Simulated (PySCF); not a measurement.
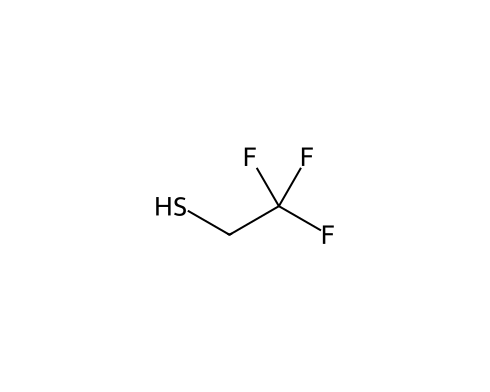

Source: calculation with PySCF.

A structural formula.

Write the SMILES.

FC(F)(F)CS

What is the molecular formula?

C2H3F3S.

An optimisation with PBE0-D3(BJ)/def2-SVP gave a structure of which point group?

C1.
